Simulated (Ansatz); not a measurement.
The parent structure is YN in the rock salt structure (space group Fm-3m, No. 225; a = 4.8562 Å).

It is then changed as follows: an isotropic linear strain of +0.99 %; the atoms relax in the strained cell.

The values are results of PBEsol in Ansatz (plane waves to 420 eV, PAW, no spin-orbit coupling), not measurements.

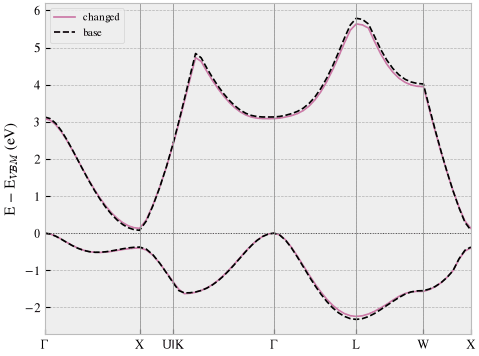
Figure. Highest valence and lowest conduction band along the path, each from its own valence-band maximum

Read the changed gap and its character from the plot.

About 0.1 eV, indirect, Γ → X.

No phonon test of stability was made.

Ansatz is a program for electronic structure.
